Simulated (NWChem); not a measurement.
# C4H10O (2-methyl-1-propanol) at 6 levels

We compute a comparison of 6 runs (wB97X/MINI, wB97X/SBKJC-VDZ, wB97X/LANL2DZ, wB97X/MIDI!, wB97X/DGauss-DZVP, wB97X/jorge-DZP) of C4H10O (2-methyl-1-propanol). 

Program for the calculation: NWChem 7.3.0.

## (1) The system as given

The species is C4H10O (15 atoms), meant as a singlet with charge 0. As SMILES, `CC(C)CO`. The shape is that of a PBE0-D4/def2-TZVP optimisation. This is one conformer, not always the lowest.

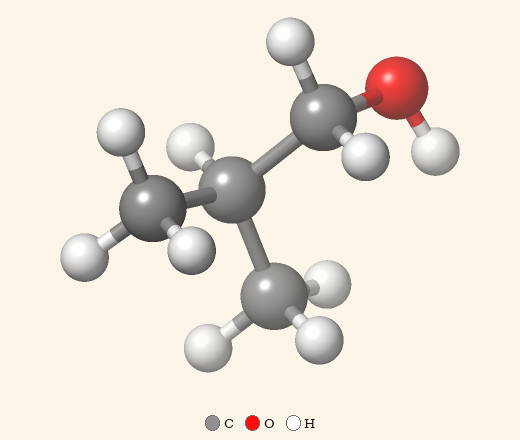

The structure, seen from a chosen angle (carbon grey, oxygen red, hydrogen white).

## (2) Energy and one-electron properties at wB97X/MINI (run 1)

File input.nw:

```
start input
memory 2200 mb

geometry units angstroms noautosym nocenter noautoz
   C    -0.894400   -0.093100    1.101200
   C     0.344700    0.123400    0.245900
   C     1.128800   -1.169000    0.078800
   C    -0.012300    0.687300   -1.122400
   O    -0.647600    1.946300   -1.078300
   H    -1.432100    0.840900    1.285900
   H    -0.631200   -0.507000    2.077500
   H    -1.582400   -0.796400    0.619200
   H     0.983900    0.863600    0.742600
   H     2.031500   -1.015500   -0.518300
   H     0.523400   -1.931600   -0.421700
   H     1.433000   -1.573600    1.046800
   H     0.899800    0.836400   -1.706300
   H    -0.629200   -0.045900   -1.666100
   H    -1.515900    1.834100   -0.684800
end

basis "ao basis" spherical bse
   * library MINI
end

dft
   xc wb97x
   grid fine
   convergence energy 1e-08
   iterations 100
   mulliken
   noprint "final vectors analysis"
end

property
   dipole
   quadrupole
   mulliken
end

task dft property
```

Run with:

```bash
nwchem input.nw > input.out
```

Standard output:

```text
[...]
          Wavefunction type:  closed shell.
          No. of atoms     :    15
          No. of electrons :    42
[...]
          Charge           :     0
          Spin multiplicity:     1
[...]
          AO basis - number of functions:    35
[...]
              XC Information
              --------------
                       wb97x  Method XC Functional
                     Hartree-Fock (Exact) Exchange  1.000
                         wb97x Exchange Functional  1.000
                      wb97x Correlation Functional  1.000
[...]
 d= 0,ls=0.0,diis     1   -231.6671703946 -4.26D+02  3.00D-02  4.45D-01     3.7
[...]
 d= 0,ls=0.0,diis     8   -231.7366082491 -9.25D-10  8.12D-07  1.27D-10    22.8
         Total DFT energy =     -231.736608249123
      One electron energy =     -693.372453526045
           Coulomb energy =      301.061498119116
    Exchange-Corr. energy =      -33.261535463264
 Nuclear repulsion energy =      193.835882621070
[...]
      Total Density - Mulliken Population Analysis
     ---------------------------------------------
    Atom       Charge   Shell Charges
 -----------   ------   -------------------------------------------------------
    1 C    6     6.69   1.99  1.30  3.40
    2 C    6     6.26   1.99  1.17  3.10
    3 C    6     6.69   1.99  1.30  3.40
    4 C    6     6.28   1.99  1.22  3.07
    5 O    8     8.52   2.00  1.83  4.70
    6 H    1     0.78   0.78
    7 H    1     0.76   0.76
    8 H    1     0.78   0.78
    9 H    1     0.75   0.75
   10 H    1     0.77   0.77
[...]
   Dipole moment        1.6548088362 Debye(s)
             DMX       -0.8077346425 DMXEFC        0.0000000000
             DMY       -1.2408255004 DMYEFC        0.0000000000
             DMZ        0.7391272620 DMZEFC        0.0000000000
   -EFC- dipole         0.0000000000 DEBYE(S)
   Total dipole         1.6548088362 DEBYE(S)
[...]
```

Run time: 23 s. Hardware: 1 thread of Intel Xeon Platinum 8259CL at 2.50GHz (Skylake/Cascade Lake), shared host; peak memory 0.12 GiB.

Atomic charges (e):

```
atom  Mulliken  Löwdin
  C1    -0.692  -0.450
  C2    -0.260  -0.140
  C3    -0.690  -0.440
  C4    -0.284  -0.140
  O5    -0.515  -0.370
  H6    +0.220  +0.140
  H7    +0.239  +0.150
  H8    +0.224  +0.140
  H9    +0.245  +0.150
 H10    +0.233  +0.150
 H11    +0.227  +0.140
 H12    +0.234  +0.150
 H13    +0.243  +0.150
 H14    +0.204  +0.110
 H15    +0.370  +0.270
```

## (3) The charge distribution at wB97X/SBKJC-VDZ (core potential) (run 2)

File sp.nw:

```
start sp
title "C4H10O"
memory total 2200 mb
charge 0

geometry units angstrom noautosym nocenter noautoz
  C    -0.894400   -0.093100    1.101200
  C     0.344700    0.123400    0.245900
  C     1.128800   -1.169000    0.078800
  C    -0.012300    0.687300   -1.122400
  O    -0.647600    1.946300   -1.078300
  H    -1.432100    0.840900    1.285900
  H    -0.631200   -0.507000    2.077500
  H    -1.582400   -0.796400    0.619200
  H     0.983900    0.863600    0.742600
  H     2.031500   -1.015500   -0.518300
  H     0.523400   -1.931600   -0.421700
  H     1.433000   -1.573600    1.046800
  H     0.899800    0.836400   -1.706300
  H    -0.629200   -0.045900   -1.666100
  H    -1.515900    1.834100   -0.684800
end

basis "ao basis" spherical bse
  * library SBKJC-VDZ
end

ecp bse
  C library SBKJC-VDZ
  O library SBKJC-VDZ
end

dft
  xc wb97x
  grid fine
  convergence energy 1e-08
  maxiter 100
  mulliken
  noprint "final vectors analysis"
end

property
  dipole
  quadrupole
  mulliken
end

task dft property
```

Run with:

```bash
nwchem sp.nw > sp.out
```

Standard output:

```text
[...]
          Wavefunction type:  closed shell.
          No. of atoms     :    15
          No. of electrons :    32
[...]
          Charge           :     0
          Spin multiplicity:     1
[...]
          AO basis - number of functions:    60
[...]
              XC Information
              --------------
                       wb97x  Method XC Functional
                     Hartree-Fock (Exact) Exchange  1.000
                         wb97x Exchange Functional  1.000
                      wb97x Correlation Functional  1.000
[...]
 d= 0,ls=0.0,diis     1    -44.4372436309 -1.57D+02  2.01D-02  3.93D-01     8.1
[...]
 d= 0,ls=0.0,diis     8    -44.5013006935 -3.70D-09  2.12D-06  6.70D-09    57.8
         Total DFT energy =      -44.501300693454
      One electron energy =     -290.365229423343
           Coulomb energy =      147.210445925013
    Exchange-Corr. energy =      -14.175261588468
 Nuclear repulsion energy =      112.828744393343
[...]
      Total Density - Mulliken Population Analysis
     ---------------------------------------------
    Atom       Charge   Shell Charges
 -----------   ------   -------------------------------------------------------
    1 C    4     4.51   1.12  2.74  0.02  0.63
    2 C    4     3.82   1.12  2.65 -0.38  0.43
    3 C    4     4.51   1.12  2.74  0.03  0.62
    4 C    4     4.34   1.11  2.62  0.16  0.45
    5 O    6     6.38   1.38  3.63  0.37  1.01
    6 H    1     0.86   0.46  0.40
    7 H    1     0.84   0.46  0.38
    8 H    1     0.88   0.46  0.42
    9 H    1     0.87   0.46  0.41
   10 H    1     0.85   0.46  0.39
[...]
   Dipole moment        2.2694617778 Debye(s)
             DMX       -0.6527298660 DMXEFC        0.0000000000
             DMY       -1.9548494440 DMYEFC        0.0000000000
             DMZ        0.9502442497 DMZEFC        0.0000000000
   -EFC- dipole         0.0000000000 DEBYE(S)
   Total dipole         2.2694617778 DEBYE(S)
[...]
```

Wall time 59 s (1 thread of Intel Xeon Platinum 8259CL at 2.50GHz (Skylake/Cascade Lake), shared host); peak memory 0.12 GiB.

Atomic charges (e):

| atom | Löwdin |
| --- | --- |
| C1 | -0.410 |
| C2 | -0.230 |
| C3 | -0.390 |
| C4 | -0.100 |
| O5 | -0.460 |
| H6 | +0.140 |
| H7 | +0.150 |
| H8 | +0.140 |
| H9 | +0.150 |
| H10 | +0.150 |
| H11 | +0.140 |
| H12 | +0.150 |
| H13 | +0.140 |
| H14 | +0.120 |
| H15 | +0.310 |

Runs 3 to 5 aren't shown in full; the table further down has their settings and results.

## (4) Energy and one-electron properties at wB97X/jorge-DZP (run 6)

File c4h10o.nw:

```
start c4h10o
memory stack 880 mb heap 220 mb global 1100 mb

geometry units bohr noautosym nocenter noautoz
 C   -1.69017105  -0.17593350   2.08096641
 C    0.65138860   0.23319220   0.46468365
 C    2.13312285  -2.20908984   0.14891042
 C   -0.02324363   1.29880877  -2.12102860
 O   -1.22378664   3.67797396  -2.03769168
 H   -2.70627678   1.58907070   2.42999882
 H   -1.19279513  -0.95809115   3.92590602
 H   -2.99030262  -1.50497789   1.17011842
 H    1.85930153   1.63196748   1.40331062
 H    3.83897862  -1.91901688  -0.97944505
 H    0.98908265  -3.65019498  -0.79689751
 H    2.70797754  -2.97367303   1.97816531
 H    1.70037557   1.58056693  -3.22443969
 H   -1.18901568  -0.08673843  -3.14847270
 H   -2.86463583   3.46594669  -1.29408445
end

basis spherical bse
 * library jorge-DZP
end

dft
 xc wb97x
 grid fine
 convergence energy 1e-08
 maxiter 100
 mulliken
 noprint "final vectors analysis"
end

property
 dipole
 quadrupole
 mulliken
end

task dft property
```

Run with:

```bash
nwchem c4h10o.nw > c4h10o.out
```

Standard output:

```text
[...]
          Wavefunction type:  closed shell.
          No. of atoms     :    15
          No. of electrons :    42
[...]
          Charge           :     0
          Spin multiplicity:     1
[...]
          AO basis - number of functions:   125
[...]
              XC Information
              --------------
                       wb97x  Method XC Functional
                     Hartree-Fock (Exact) Exchange  1.000
                         wb97x Exchange Functional  1.000
                      wb97x Correlation Functional  1.000
[...]
 d= 0,ls=0.0,diis     1   -233.5703072169 -4.27D+02  6.39D-03  6.09D-01    24.8
[...]
 d= 0,ls=0.0,diis     9   -233.6354410260 -1.65D-09  8.09D-07  1.37D-09   234.2
         Total DFT energy =     -233.635441026004
      One electron energy =     -699.312113682458
           Coulomb energy =      305.883732239185
    Exchange-Corr. energy =      -34.042928183383
 Nuclear repulsion energy =      193.835868600652
[...]
      Total Density - Mulliken Population Analysis
     ---------------------------------------------
    Atom       Charge   Shell Charges
 -----------   ------   -------------------------------------------------------
    1 C    6     6.13   0.93  1.05  0.68  0.41  2.55  0.48  0.04
    2 C    6     6.12   0.93  1.05  0.68  0.47  2.51  0.41  0.07
    3 C    6     6.11   0.93  1.05  0.68  0.40  2.55  0.46  0.04
    4 C    6     5.89   0.93  1.05  0.70  0.36  2.44  0.31  0.10
    5 O    8     8.32   0.95  1.03  0.84  0.89  3.47  1.12  0.01
    6 H    1     0.96   0.74  0.19  0.02
    7 H    1     0.94   0.74  0.18  0.02
    8 H    1     0.95   0.73  0.19  0.02
    9 H    1     0.97   0.75  0.20  0.02
   10 H    1     0.95   0.74  0.19  0.02
[...]
   Dipole moment        1.6739388953 Debye(s)
             DMX       -0.5436043559 DMXEFC        0.0000000000
             DMY       -1.3833359297 DMYEFC        0.0000000000
             DMZ        0.7700308013 DMZEFC        0.0000000000
   -EFC- dipole         0.0000000000 DEBYE(S)
   Total dipole         1.6739388953 DEBYE(S)
[...]
```

It took 3.9 min on 1 thread of Intel Xeon Platinum 8259CL at 2.50GHz (Skylake/Cascade Lake), shared host; peak memory 0.12 GiB.

Atomic charges (e):

```
atom  Mulliken  Löwdin
  C1    -0.131  -0.130
  C2    -0.120  -0.120
  C3    -0.112  -0.120
  C4    +0.111  -0.040
  O5    -0.316  -0.100
  H6    +0.044  +0.050
  H7    +0.057  +0.060
  H8    +0.049  +0.050
  H9    +0.026  +0.050
 H10    +0.052  +0.050
 H11    +0.047  +0.050
 H12    +0.052  +0.050
 H13    +0.044  +0.050
 H14    +0.021  +0.030
 H15    +0.175  +0.080
```

## (5) All runs side by side

```csv
run,level,core potential,energy (Eh),dipole moment (D),wall time
1,wB97X/MINI,–,-231.736608,1.65,23 s
2,wB97X/SBKJC-VDZ (core potential),SBKJC-VDZ,-44.501301,2.27,59 s
3,wB97X/LANL2DZ,–,-233.571899,2.19,80 s
4,wB97X/MIDI!,–,-232.244308,1.49,57 s
5,wB97X/DGauss-DZVP,–,-233.624949,1.79,2 min
6,wB97X/jorge-DZP,–,-233.635441,1.67,3.9 min
```

## (6) Results

```
            quantity          value
 run 6: total energy  -233.63544 Eh
run 6: dipole moment         1.67 D
```

The dipole moment (its size) runs from 1.49 D (wB97X/MIDI!) to 2.27 D (wB97X/SBKJC-VDZ). The two ends differ in basis and core potential. Some runs of one species differ in core potentials or relativity; totals across that change don't compare. In run 1 the basis is minimal, so the values are rough. All runs together took 9.6 min, the longest 3.9 min.
